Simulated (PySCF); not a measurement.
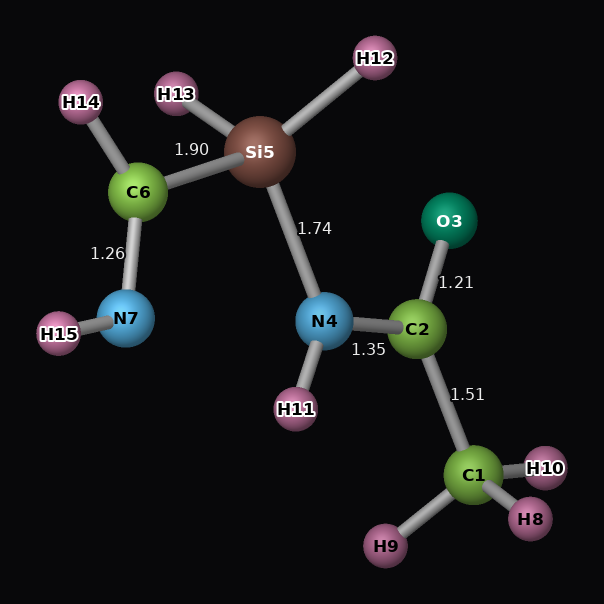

Bond lengths are marked in Å; every bond is drawn as one stick. The geometry was computed by an optimisation with GFN2-xTB. No frequency run is at hand to confirm it as a minimum.

### Assign a bond order to each marked bond.

C1–C2 single; C2–O3 double; C2–N4 single; N4–Si5 single; Si5–C6 single; C6–N7 double.

### Write the SMILES.

[H]/N=C/[SiH2]NC(C)=O
